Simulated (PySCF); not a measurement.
SMILES C[SiH](C)SB(O)O (C2H9BO2SSi) at its GFN2-xTB optimised geometry (Å):

```
16

Si     1.2033     2.0472     0.0063
C      0.5411     2.8682     1.5864
C      0.5444     2.8786    -1.5697
S      0.7446    -0.0817     0.0000
B     -1.0614    -0.0817     0.0000
O     -1.7910    -1.2221    -0.0001
O     -1.7101     1.1082     0.0000
H      2.6655     1.9657     0.0075
H     -0.5448     2.8490     1.6088
H      0.8605     3.9040     1.6476
H      0.9007     2.3557     2.4746
H     -0.5415     2.8605    -1.5940
H      0.9051     2.3715    -2.4605
H      0.8648     3.9145    -1.6236
H     -1.3082    -2.0472     0.0001
H     -2.6655     1.0332    -0.0002
```

Calculation: PBE0/def2-TZVP (PySCF). Cells within 0.4 Å of a nucleus heavier than hydrogen are left out (blank, or x).

Map of the electron localisation function on the plane z = 0.0 Å:

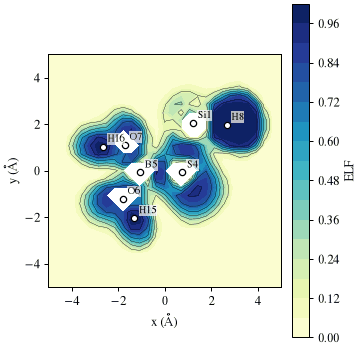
Electron localisation function on the plane z = 0.0 Å.
